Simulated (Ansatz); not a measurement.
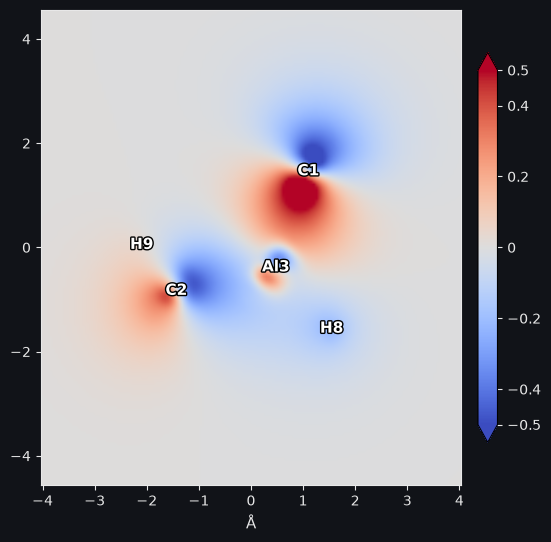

*C2H7AlBe. The HOMO on the plane of atoms C2, Al3 and H8 (values in Å⁻³ᐟ²; the overall sign is arbitrary).*

Geometry: B3LYP-D3(BJ)/def2-SVP.

These are results of isolated molecule in a Gaussian basis; Kohn-Sham density functional theory, functional PBE0 in Ansatz 0.2.0, not measurements.

```xyz
11

C    -0.3074   -0.8976    1.1117
C     0.1609    2.4888    1.1471
Al   -0.8889    0.9046    0.6569
Be    0.6498   -1.6712    0.0010
H     1.4201   -2.2605   -0.9103
H     0.2555   -0.8532    2.0663
H    -1.2086   -1.5255    1.2653
H    -2.2378    1.0941   -0.1686
H     1.0890    2.2506    1.6922
H    -0.4323    3.1731    1.7804
H     0.4373    3.0714    0.2496
```

Where does this orbital lie, and at what energy?

By Hirshfeld shares it lies mainly on C1 (about 40 %), Al3 (about 15 %), C2 (about 15 %) and Be4 (about 10 %). Its energy is −7.67 eV.
